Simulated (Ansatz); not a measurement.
Input

```
crystal:
  periodic: [false, false, false]
  atoms:
    - {symbol: C, position_ang: [-0.846775, 0.825407, 0.457075]}
    - {symbol: P, position_ang: [1.002372, 0.784578, 0.233451]}
    - {symbol: P, position_ang: [0.002014, -0.641415, 1.231020]}
    - {symbol: H, position_ang: [-1.472460, 0.646214, -0.426506]}
    - {symbol: H, position_ang: [-1.263682, 1.587224, 1.127992]}
basis:
  gaussian:
    orbitals: def2-TZVPD
hamiltonian:
  xc: pbe0
output:
  forces: true
  orbitals: {seedname: orbitals}
```

Run with:

```sh
ansatz run input.yaml --threads 1 --pin off --max-ram 2610MiB --events-out events.jsonl --progress --plain --runs-dir runs
```

Geometry: PBE0-D3(BJ)/def2-SVP.

All numbers below come from isolated molecule in a Gaussian basis; Kohn-Sham density functional theory, functional PBE0 in Ansatz 0.2.0.

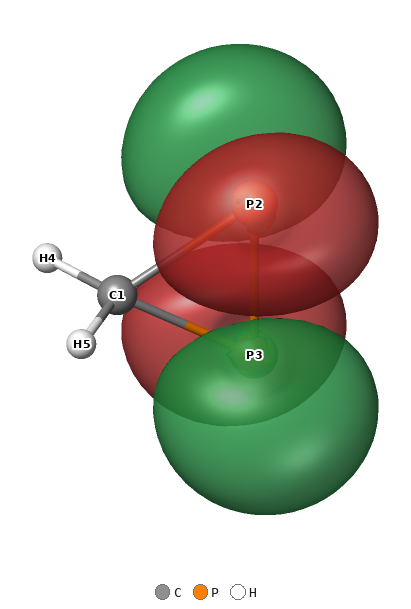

CH2P2 (SMILES C1P=P1). The LUMO at ±0.1 Å⁻³ᐟ² (green and red are the two phases), seen at a tilt.

Describe this orbital and give its energy.

By Hirshfeld shares it lies mainly on P2 (about 45 %) and P3 (about 45 %); π-antibonding (π*) across P2–P3. Its energy is −2.83 eV.
